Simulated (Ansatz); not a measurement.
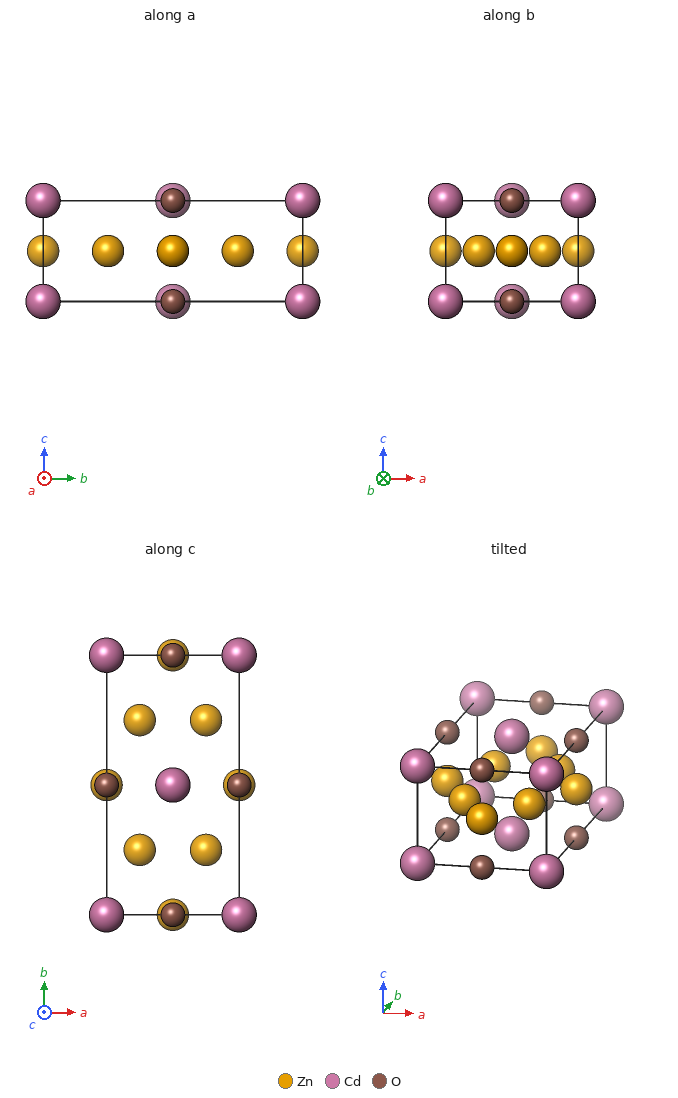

We look at a spheres-only model of the crystal along the a axis, along the b axis, along the c axis and slightly off an axis. The conventional unit cell is outlined; an atom on or near a face, edge or corner is repeated at each equivalent position.

Lattice parameters: a = 4.982 Å, b = 9.749 Å, c = 3.792 Å, α = 90.00°, β = 90.00°, γ = 90.00°.

**Put the structure into a table of Wyckoff sites.**

Space group Cmmm (No. 65).
| atom | site | x | y | z |
| --- | --- | --- | --- | --- |
| Zn | 4f | 0.2500 | 0.2500 | 0.5000 |
| Zn | 2c | 0.5000 | 0.0000 | 0.5000 |
| Cd | 2a | 0.0000 | 0.0000 | 0.0000 |
| O | 2b | 0.5000 | 0.0000 | 0.0000 |

Source of the structure: a random cell made by a generator, so it need not be a real form of the compound. Atoms and cell were optimised with DFT PBE, scalar-relativistic, plane waves, PAW (Ansatz 0.2.0).
